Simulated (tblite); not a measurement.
**Run report: C₄H₈AsNSi, geometry relaxation (part 1 of 4)**

The run: geometry relaxation of C₄H₈AsNSi, SMILES [AsH2][SiH2]n1cccc1. Method and program: GFN2-xTB geometry optimisation, gas phase (tblite 0.8.0).

It belongs to a series of runs on one base structure; here: H on Si replaced by N-pyrrolyl.

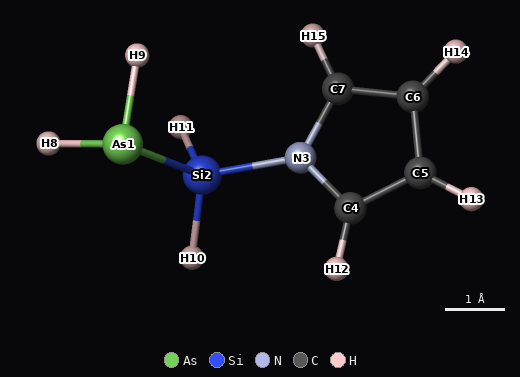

Figure 1. The input geometry (ball-and-stick view, seen at a tilt; atoms are numbered from 1 in the order of the input). Bond lengths as drawn: As–H 1.56 Å, As–Si 2.32 Å, C–C 1.37 to 1.38 Å, C–H 1.08 to 1.09 Å, C–N 1.35 Å, H–Si 1.47 to 1.48 Å and N–Si 1.77 Å.

## The input
```
{"job": {"kind": "relax", "xc": "GFN2-xTB", "basis": "xTB"}, "charge": 0, "multiplicity": 1}
As     2.892500    -0.136000    -0.687600
Si     1.322700    -0.640600     0.945300
N     -0.297400    -0.199800     0.380700
C     -1.157900    -0.984100    -0.303800
C     -2.288700    -0.279400    -0.630600
C     -2.107900     1.005400    -0.163400
C     -0.866600     1.026800     0.450200
H      4.077000    -0.253300     0.327800
H      2.730800     1.397800    -0.428200
H      1.366800    -2.087600     1.247400
H      1.637300     0.108600     2.175500
H     -0.971800    -2.033500    -0.532700
H     -3.150100    -0.646100    -1.174100
H     -2.783200     1.836900    -0.263100
H     -0.407900     1.892800     0.922400
```

The first line tells a small driver script what to run in tblite; the rest is the geometry in Å.

Command:
```bash
OMP_NUM_THREADS=1 python <driver script> task.json out
```

## What the program printed
```
step      E/eV     max force
  0    -535.29997    1.616
  1    -535.38132    0.595
  2    -535.40294    0.467
  3    -535.43025    0.382
  4    -535.44073    0.490
  5    -535.46105    0.456
  6    -535.47278    0.229
  7    -535.47836    0.145
  8    -535.48072    0.163
  9    -535.48314    0.182
 10    -535.48602    0.169
 11    -535.48866    0.142
 12    -535.49030    0.121
 13    -535.49130    0.087
 14    -535.49210    0.100
 15    -535.49258    0.066
 16    -535.49281    0.035
 17    -535.49298    0.040
 18    -535.49321    0.051
 19    -535.49349    0.064
 20    -535.49377    0.049
 21    -535.49401    0.040
 22    -535.49420    0.043
 23    -535.49436    0.032
 24    -535.49445    0.025
 25    -535.49451    0.021
 26    -535.49456    0.019
 27    -535.49463    0.026
 28    -535.49471    0.028
 29    -535.49477    0.017
 30    -535.49481    0.014
 31    -535.49484    0.013
 32    -535.49487    0.020
 33    -535.49492    0.023
 34    -535.49497    0.021
 35    -535.49500    0.013
 36    -535.49503    0.016
 37    -535.49507    0.018
 38    -535.49512    0.020
 39    -535.49520    0.022
 40    -535.49528    0.022
 41    -535.49536    0.019
 42    -535.49540    0.017
 43    -535.49543    0.016
 44    -535.49546    0.015
 45    -535.49549    0.018
 46    -535.49553    0.021
 47    -535.49558    0.024
 48    -535.49564    0.020
 49    -535.49568    0.015
 50    -535.49571    0.015
 51    -535.49574    0.016
 52    -535.49577    0.021
 53    -535.49581    0.021
 54    -535.49585    0.022
 55    -535.49588    0.013
 56    -535.49590    0.009
```

## Trajectory as extended XYZ (Å, eV, eV/Å), 53 of the 57 frames kept, from step=0 to step=56
```
15
Properties=species:S:1:pos:R:3:forces:R:3 step=0 energy=-535.29997
As    2.8925   -0.1360   -0.6876    0.3910   0.5670   0.1510
Si    1.3227   -0.6406    0.9453    0.1590   0.0070   0.0180
N    -0.2974   -0.1998    0.3807    0.7080  -0.0470   0.2790
C    -1.1579   -0.9841   -0.3038   -0.7600  -1.1760  -0.5570
C    -2.2887   -0.2794   -0.6306   -0.1650  -1.1710  -0.5750
C    -2.1079    1.0054   -0.1634    0.8910   1.1310   0.7340
C    -0.8666    1.0268    0.4502   -0.8450   1.2000  -0.0080
H     4.0770   -0.2533    0.3278   -0.5940   0.1850  -0.3850
H     2.7308    1.3978   -0.4282    0.2060  -0.6980  -0.0310
H     1.3668   -2.0876    1.2474   -0.2500   0.1730  -0.0190
H     1.6373    0.1086    2.1755   -0.3360  -0.0590   0.0040
H    -0.9718   -2.0335   -0.5327    0.1710   0.5020   0.2670
H    -3.1501   -0.6461   -1.1741    0.2830   0.0070   0.1570
H    -2.7832    1.8369   -0.2631    0.0850  -0.0660   0.0610
H    -0.4079    1.8928    0.9224    0.0530  -0.5540  -0.0970
15
Properties=species:S:1:pos:R:3:forces:R:3 step=1 energy=-535.38132
As    2.8981   -0.1279   -0.6855    0.2840   0.3800   0.0540
Si    1.3250   -0.6405    0.9456    0.1790   0.0330  -0.0190
N    -0.2873   -0.2005    0.3847   -0.4070   0.0920  -0.2180
C    -1.1688   -1.0009   -0.3118   -0.1780   0.2620   0.1380
C    -2.2911   -0.2962   -0.6388    0.4840   0.2210   0.1970
C    -2.0952    1.0216   -0.1529   -0.0700  -0.2800  -0.1480
C    -0.8787    1.0440    0.4501    0.1740  -0.0740   0.1050
H     4.0685   -0.2507    0.3223   -0.4780   0.1920  -0.2980
H     2.7337    1.3879   -0.4286    0.1980  -0.5320   0.0080
H     1.3633   -2.0851    1.2472   -0.2260   0.1300  -0.0150
H     1.6325    0.1078    2.1755   -0.3050  -0.0400   0.0400
H    -0.9693   -2.0263   -0.5289    0.2600  -0.1940   0.0990
H    -3.1460   -0.6460   -1.1718   -0.1210  -0.1310  -0.0920
H    -2.7820    1.8360   -0.2622    0.0020   0.0750   0.0540
H    -0.4072    1.8849    0.9211    0.2020  -0.1360   0.0950
15
Properties=species:S:1:pos:R:3:forces:R:3 step=2 energy=-535.40294
As    2.9030   -0.1213   -0.6844    0.1730   0.2190  -0.0420
Si    1.3279   -0.6400    0.9454    0.0320   0.0780  -0.1020
N    -0.2913   -0.1993    0.3823   -0.1310   0.0430  -0.0900
C    -1.1731   -1.0001   -0.3112    0.2210  -0.0360   0.2060
C    -2.2848   -0.2959   -0.6374   -0.1690   0.2370  -0.0910
C    -2.0940    1.0204   -0.1532   -0.1000  -0.0820  -0.1050
C    -0.8783    1.0458    0.4515    0.1130  -0.1830   0.0280
H     4.0605   -0.2476    0.3172   -0.3710   0.1900  -0.2110
H     2.7369    1.3788   -0.4286    0.1870  -0.3770   0.0390
H     1.3596   -2.0829    1.2469   -0.2120   0.1030  -0.0140
H     1.6275    0.1071    2.1761   -0.2900  -0.0250   0.0610
H    -0.9653   -2.0278   -0.5269    0.2110  -0.0820   0.1120
H    -3.1470   -0.6478   -1.1727    0.0730  -0.0440   0.0270
H    -2.7818    1.8369   -0.2613    0.0320   0.0130   0.0490
H    -0.4043    1.8817    0.9221    0.2300  -0.0540   0.1330
15
Properties=species:S:1:pos:R:3:forces:R:3 step=3 energy=-535.43025
As    2.9143   -0.1064   -0.6840   -0.1180  -0.2080  -0.2980
Si    1.3323   -0.6373    0.9423   -0.1510   0.1380  -0.2020
N    -0.2976   -0.1970    0.3779    0.3390  -0.0990   0.1260
C    -1.1734   -1.0031   -0.3060    0.0760   0.0190   0.0600
C    -2.2830   -0.2917   -0.6399   -0.1630  -0.0330  -0.1030
C    -2.0934    1.0196   -0.1547   -0.0620   0.0900  -0.0320
C    -0.8767    1.0455    0.4538   -0.0190  -0.1340  -0.0610
H     4.0397   -0.2383    0.3047   -0.0770   0.1660   0.0290
H     2.7463    1.3565   -0.4275    0.1450   0.0600   0.1150
H     1.3488   -2.0771    1.2462   -0.1810   0.0610  -0.0200
H     1.6129    0.1054    2.1784   -0.2590  -0.0030   0.0760
H    -0.9544   -2.0306   -0.5209    0.1530  -0.0100   0.1120
H    -3.1454   -0.6510   -1.1726    0.0910  -0.0020   0.0400
H    -2.7804    1.8380   -0.2588    0.0350  -0.0070   0.0370
H    -0.3943    1.8752    0.9269    0.1930  -0.0380   0.1190
15
Properties=species:S:1:pos:R:3:forces:R:3 step=4 energy=-535.44073
As    2.9165   -0.1042   -0.6885   -0.1960  -0.2990  -0.3350
Si    1.3319   -0.6342    0.9382   -0.0820   0.1020  -0.1490
N    -0.2950   -0.1977    0.3780    0.1650  -0.0510   0.0730
C    -1.1740   -1.0027   -0.3037    0.1490  -0.0910   0.0250
C    -2.2825   -0.2911   -0.6413   -0.1310  -0.0510  -0.0670
C    -2.0940    1.0201   -0.1558    0.0520   0.0530   0.0190
C    -0.8764    1.0438    0.4539    0.0200  -0.0350  -0.0270
H     4.0309   -0.2323    0.3007    0.0150   0.1360   0.0920
H     2.7520    1.3493   -0.4253    0.1200   0.1820   0.1170
H     1.3421   -2.0740    1.2456   -0.1660   0.0660  -0.0290
H     1.6035    0.1048    2.1804   -0.2450  -0.0070   0.0460
H    -0.9480   -2.0320   -0.5170    0.1000   0.0780   0.1160
H    -3.1440   -0.6524   -1.1723    0.0690  -0.0060   0.0250
H    -2.7795    1.8386   -0.2573    0.0100   0.0200   0.0280
H    -0.3879    1.8720    0.9303    0.1210  -0.0960   0.0650
15
Properties=species:S:1:pos:R:3:forces:R:3 step=5 energy=-535.46105
As    2.9163   -0.1068   -0.7058   -0.2510  -0.2820  -0.2560
Si    1.3306   -0.6260    0.9271    0.0760   0.0000   0.0080
N    -0.2898   -0.1993    0.3785   -0.1650   0.0520  -0.0290
C    -1.1717   -1.0040   -0.2983    0.0740  -0.0680  -0.0740
C    -2.2817   -0.2906   -0.6443    0.1180  -0.1370   0.0750
C    -2.0927    1.0208   -0.1576    0.1590   0.0230   0.0780
C    -0.8740    1.0405    0.4543    0.0820   0.0980   0.0200
H     4.0132   -0.2169    0.2945    0.1210   0.0460   0.1300
H     2.7665    1.3390   -0.4181    0.0620   0.2700   0.0580
H     1.3240   -2.0656    1.2436   -0.1280   0.0770  -0.0480
H     1.5780    0.1031    2.1853   -0.2020  -0.0190  -0.0390
H    -0.9325   -2.0329   -0.5060    0.0240   0.1090   0.0910
H    -3.1407   -0.6561   -1.1719    0.0110  -0.0180  -0.0120
H    -2.7777    1.8407   -0.2536    0.0210   0.0040   0.0170
H    -0.3723    1.8621    0.9383   -0.0030  -0.1540  -0.0200
15
Properties=species:S:1:pos:R:3:forces:R:3 step=6 energy=-535.47278
As    2.9118   -0.1134   -0.7226   -0.1860  -0.1130  -0.0720
Si    1.3308   -0.6200    0.9191    0.1080  -0.0550   0.0920
N    -0.2885   -0.1997    0.3786   -0.2130   0.0710  -0.0460
C    -1.1690   -1.0051   -0.2956    0.0450  -0.0520  -0.1070
C    -2.2791   -0.2926   -0.6451    0.1600  -0.0530   0.1330
C    -2.0899    1.0219   -0.1578    0.1750  -0.0710   0.0710
C    -0.8707    1.0390    0.4546    0.0550   0.1420   0.0180
H     4.0026   -0.2050    0.2922    0.1130  -0.0310   0.0660
H     2.7781    1.3362   -0.4120    0.0200   0.1960  -0.0280
H     1.3087   -2.0583    1.2413   -0.0960   0.0620  -0.0540
H     1.5560    0.1016    2.1881   -0.1580  -0.0180  -0.0860
H    -0.9207   -2.0322   -0.4966   -0.0120   0.0730   0.0600
H    -3.1379   -0.6590   -1.1717    0.0040  -0.0160  -0.0150
H    -2.7758    1.8420   -0.2505    0.0320  -0.0130   0.0090
H    -0.3609    1.8526    0.9440   -0.0450  -0.1230  -0.0400
15
Properties=species:S:1:pos:R:3:forces:R:3 step=8 energy=-535.48072
As    2.9023   -0.1200   -0.7344   -0.0330   0.0970   0.1270
Si    1.3325   -0.6176    0.9166   -0.0280  -0.0260   0.0390
N    -0.2906   -0.1984    0.3786    0.0380   0.0030   0.0100
C    -1.1647   -1.0062   -0.2973    0.0470   0.0230  -0.0330
C    -2.2745   -0.2953   -0.6418    0.0100   0.0220   0.0420
C    -2.0844    1.0211   -0.1563    0.0340  -0.0460   0.0180
C    -0.8666    1.0409    0.4547   -0.0010  -0.0090  -0.0260
H     3.9992   -0.1989    0.2919    0.0250  -0.0770  -0.0570
H     2.7865    1.3409   -0.4102   -0.0100   0.0410  -0.1020
H     1.2943   -2.0516    1.2375   -0.0690  -0.0130  -0.0380
H     1.5346    0.1002    2.1867   -0.1050   0.0180  -0.0390
H    -0.9128   -2.0308   -0.4882   -0.0040  -0.0330   0.0180
H    -3.1342   -0.6608   -1.1712    0.0430   0.0080   0.0180
H    -2.7720    1.8409   -0.2480    0.0400  -0.0350   0.0030
H    -0.3538    1.8436    0.9474    0.0110   0.0280   0.0200
15
Properties=species:S:1:pos:R:3:forces:R:3 step=9 energy=-535.48314
As    2.8977   -0.1196   -0.7335    0.0210   0.1220   0.1340
Si    1.3325   -0.6183    0.9179   -0.0770   0.0010  -0.0100
N    -0.2909   -0.1977    0.3789    0.1260  -0.0310   0.0150
C    -1.1619   -1.0058   -0.2995    0.0500   0.0180   0.0160
C    -2.2726   -0.2960   -0.6392   -0.0430   0.0080  -0.0230
C    -2.0817    1.0197   -0.1550   -0.0640   0.0120  -0.0150
C    -0.8651    1.0418    0.4540    0.0430  -0.0490   0.0050
H     4.0005   -0.2004    0.2908   -0.0060  -0.0710  -0.0840
H     2.7879    1.3450   -0.4132   -0.0130   0.0050  -0.0980
H     1.2887   -2.0503    1.2351   -0.0610  -0.0550  -0.0260
H     1.5261    0.1004    2.1845   -0.0840   0.0420   0.0170
H    -0.9116   -2.0310   -0.4856    0.0050  -0.0470   0.0070
H    -3.1319   -0.6609   -1.1704    0.0460   0.0120   0.0260
H    -2.7696    1.8391   -0.2474    0.0310  -0.0300   0.0020
H    -0.3525    1.8420    0.9484    0.0260   0.0630   0.0330
15
Properties=species:S:1:pos:R:3:forces:R:3 step=10 energy=-535.48602
As    2.8922   -0.1168   -0.7301    0.0630   0.1050   0.0910
Si    1.3314   -0.6192    0.9194   -0.0890   0.0210  -0.0420
N    -0.2896   -0.1972    0.3791    0.1630  -0.0440   0.0030
C    -1.1576   -1.0052   -0.3020    0.0390  -0.0050   0.0620
C    -2.2703   -0.2973   -0.6361   -0.0610   0.0270  -0.0670
C    -2.0795    1.0184   -0.1537   -0.0030  -0.0010   0.0060
C    -0.8616    1.0425    0.4539   -0.0320  -0.0960  -0.0220
H     4.0019   -0.2036    0.2878   -0.0230  -0.0550  -0.0880
H     2.7896    1.3504   -0.4188   -0.0160  -0.0070  -0.0730
H     1.2800   -2.0496    1.2316   -0.0470  -0.0930  -0.0130
H     1.5131    0.1014    2.1822   -0.0580   0.0650   0.0830
H    -0.9098   -2.0321   -0.4819    0.0120  -0.0430  -0.0030
H    -3.1282   -0.6608   -1.1692    0.0240   0.0020   0.0190
H    -2.7658    1.8364   -0.2464   -0.0210   0.0240  -0.0030
H    -0.3503    1.8405    0.9502    0.0480   0.1000   0.0490
15
Properties=species:S:1:pos:R:3:forces:R:3 step=11 energy=-535.48866
As    2.8878   -0.1120   -0.7257    0.0710   0.0490   0.0090
Si    1.3295   -0.6197    0.9204   -0.0480   0.0210  -0.0240
N    -0.2867   -0.1971    0.3788    0.1210  -0.0400  -0.0250
C    -1.1529   -1.0048   -0.3034    0.0010  -0.0370   0.0740
C    -2.2677   -0.2982   -0.6338   -0.0290   0.0020  -0.0850
C    -2.0763    1.0167   -0.1519   -0.0630   0.0430  -0.0190
C    -0.8587    1.0420    0.4534    0.0380  -0.0440   0.0420
H     4.0023   -0.2073    0.2829   -0.0120  -0.0350  -0.0630
H     2.7916    1.3553   -0.4256   -0.0160   0.0130  -0.0360
H     1.2698   -2.0501    1.2276   -0.0290  -0.1020  -0.0060
H     1.4980    0.1035    2.1814   -0.0350   0.0690   0.1190
H    -0.9072   -2.0338   -0.4779    0.0120  -0.0220  -0.0120
H    -3.1243   -0.6611   -1.1677   -0.0020  -0.0090   0.0090
H    -2.7625    1.8344   -0.2454   -0.0280   0.0310   0.0000
H    -0.3470    1.8401    0.9529    0.0190   0.0600   0.0160
15
Properties=species:S:1:pos:R:3:forces:R:3 step=12 energy=-535.49030
As    2.8864   -0.1078   -0.7227    0.0440  -0.0060  -0.0570
Si    1.3279   -0.6199    0.9209    0.0200   0.0020   0.0290
N    -0.2836   -0.1975    0.3779    0.0280  -0.0060  -0.0420
C    -1.1502   -1.0054   -0.3032   -0.0290  -0.0300   0.0600
C    -2.2659   -0.2987   -0.6335    0.0130   0.0070  -0.0580
C    -2.0752    1.0162   -0.1512    0.0270   0.0160   0.0100
C    -0.8558    1.0415    0.4542   -0.0250  -0.0280   0.0110
H     4.0021   -0.2102    0.2784    0.0150  -0.0190  -0.0280
H     2.7926    1.3585   -0.4306   -0.0130   0.0400  -0.0060
H     1.2625   -2.0521    1.2248   -0.0150  -0.0750  -0.0080
H     1.4874    0.1061    2.1829   -0.0240   0.0500   0.1070
H    -0.9053   -2.0352   -0.4754    0.0100  -0.0090  -0.0170
H    -3.1220   -0.6616   -1.1668   -0.0210  -0.0180  -0.0020
H    -2.7608    1.8337   -0.2447   -0.0390   0.0430   0.0010
H    -0.3447    1.8404    0.9547    0.0070   0.0340  -0.0010
15
Properties=species:S:1:pos:R:3:forces:R:3 step=13 energy=-535.49130
As    2.8867   -0.1056   -0.7221    0.0110  -0.0300  -0.0780
Si    1.3275   -0.6199    0.9219    0.0550  -0.0120   0.0660
N    -0.2815   -0.1978    0.3765   -0.0230   0.0100  -0.0330
C    -1.1495   -1.0061   -0.3018   -0.0410  -0.0280   0.0260
C    -2.2646   -0.2988   -0.6345    0.0340   0.0080  -0.0230
C    -2.0742    1.0162   -0.1506    0.0060   0.0120  -0.0070
C    -0.8549    1.0406    0.4548    0.0050   0.0240   0.0260
H     4.0023   -0.2121    0.2755    0.0350  -0.0090  -0.0070
H     2.7929    1.3607   -0.4333   -0.0090   0.0440   0.0070
H     1.2587   -2.0547    1.2233   -0.0050  -0.0370  -0.0110
H     1.4817    0.1083    2.1858   -0.0210   0.0240   0.0750
H    -0.9041   -2.0362   -0.4746    0.0060   0.0050  -0.0150
H    -3.1212   -0.6622   -1.1663   -0.0220  -0.0180  -0.0060
H    -2.7607    1.8341   -0.2444   -0.0150   0.0180   0.0060
H    -0.3434    1.8414    0.9556   -0.0160  -0.0120  -0.0260
15
Properties=species:S:1:pos:R:3:forces:R:3 step=14 energy=-535.49210
As    2.8873   -0.1044   -0.7230   -0.0140  -0.0280  -0.0620
Si    1.3281   -0.6202    0.9239    0.0610  -0.0170   0.0780
N    -0.2798   -0.1979    0.3750   -0.0500   0.0200  -0.0100
C    -1.1497   -1.0072   -0.3001   -0.0310  -0.0010   0.0000
C    -2.2635   -0.2985   -0.6360    0.0290   0.0060   0.0050
C    -2.0737    1.0166   -0.1505    0.0210   0.0000  -0.0060
C    -0.8542    1.0402    0.4558   -0.0110   0.0260  -0.0010
H     4.0033   -0.2139    0.2732    0.0400   0.0000  -0.0030
H     2.7926    1.3633   -0.4353   -0.0020   0.0250   0.0110
H     1.2559   -2.0576    1.2220    0.0030   0.0000  -0.0130
H     1.4774    0.1106    2.1897   -0.0180  -0.0030   0.0400
H    -0.9033   -2.0369   -0.4744    0.0010   0.0090  -0.0140
H    -3.1211   -0.6630   -1.1661   -0.0120  -0.0110  -0.0030
H    -2.7610    1.8348   -0.2440    0.0030  -0.0010   0.0080
H    -0.3428    1.8422    0.9557   -0.0190  -0.0260  -0.0310
15
Properties=species:S:1:pos:R:3:forces:R:3 step=15 energy=-535.49258
As    2.8874   -0.1042   -0.7247   -0.0220  -0.0100  -0.0230
Si    1.3293   -0.6206    0.9265    0.0320  -0.0070   0.0570
N    -0.2791   -0.1978    0.3741   -0.0300   0.0100   0.0170
C    -1.1502   -1.0079   -0.2990   -0.0090   0.0090  -0.0150
C    -2.2626   -0.2983   -0.6370    0.0090   0.0060   0.0170
C    -2.0731    1.0169   -0.1505    0.0030  -0.0060  -0.0170
C    -0.8540    1.0401    0.4562   -0.0020   0.0210  -0.0110
H     4.0048   -0.2151    0.2716    0.0300   0.0060  -0.0150
H     2.7924    1.3655   -0.4365    0.0020  -0.0040   0.0090
H     1.2541   -2.0595    1.2209    0.0080   0.0180  -0.0100
H     1.4742    0.1121    2.1930   -0.0140  -0.0180   0.0210
H    -0.9027   -2.0373   -0.4746   -0.0030   0.0150  -0.0110
H    -3.1211   -0.6636   -1.1658   -0.0020  -0.0040   0.0000
H    -2.7611    1.8352   -0.2436    0.0130  -0.0110   0.0090
H    -0.3427    1.8425    0.9554   -0.0160  -0.0260  -0.0270
15
Properties=species:S:1:pos:R:3:forces:R:3 step=16 energy=-535.49281
As    2.8868   -0.1043   -0.7259   -0.0180   0.0020   0.0070
Si    1.3302   -0.6209    0.9286    0.0030   0.0050   0.0270
N    -0.2790   -0.1977    0.3740   -0.0080   0.0000   0.0260
C    -1.1504   -1.0080   -0.2987    0.0080   0.0170  -0.0110
C    -2.2621   -0.2980   -0.6372   -0.0080  -0.0020   0.0120
C    -2.0728    1.0170   -0.1508   -0.0010  -0.0030  -0.0150
C    -0.8539    1.0403    0.4561   -0.0030  -0.0010  -0.0200
H     4.0061   -0.2156    0.2704    0.0180   0.0080  -0.0290
H     2.7924    1.3667   -0.4370    0.0030  -0.0220   0.0060
H     1.2532   -2.0602    1.2201    0.0110   0.0180  -0.0060
H     1.4720    0.1125    2.1950   -0.0100  -0.0200   0.0210
H    -0.9024   -2.0372   -0.4748   -0.0040   0.0130  -0.0100
H    -3.1209   -0.6639   -1.1657    0.0030   0.0010   0.0030
H    -2.7608    1.8351   -0.2433    0.0100  -0.0080   0.0060
H    -0.3428    1.8422    0.9548   -0.0050  -0.0090  -0.0170
15
Properties=species:S:1:pos:R:3:forces:R:3 step=17 energy=-535.49298
As    2.8860   -0.1043   -0.7265   -0.0130   0.0060   0.0270
Si    1.3309   -0.6209    0.9306   -0.0200   0.0160   0.0000
N    -0.2790   -0.1976    0.3745    0.0120  -0.0090   0.0260
C    -1.1502   -1.0078   -0.2987    0.0170   0.0110  -0.0050
C    -2.2620   -0.2980   -0.6371   -0.0150  -0.0050   0.0040
C    -2.0725    1.0170   -0.1513   -0.0060  -0.0020  -0.0130
C    -0.8539    1.0404    0.4557    0.0010  -0.0110  -0.0170
H     4.0073   -0.2158    0.2690    0.0090   0.0090  -0.0380
H     2.7926    1.3671   -0.4372    0.0030  -0.0280   0.0040
H     1.2526   -2.0602    1.2194    0.0120   0.0120  -0.0010
H     1.4701    0.1124    2.1968   -0.0060  -0.0180   0.0260
H    -0.9022   -2.0368   -0.4751   -0.0030   0.0110  -0.0090
H    -3.1207   -0.6641   -1.1655    0.0040   0.0010   0.0030
H    -2.7604    1.8349   -0.2429    0.0030   0.0000   0.0020
H    -0.3429    1.8418    0.9542    0.0020   0.0070  -0.0080
```
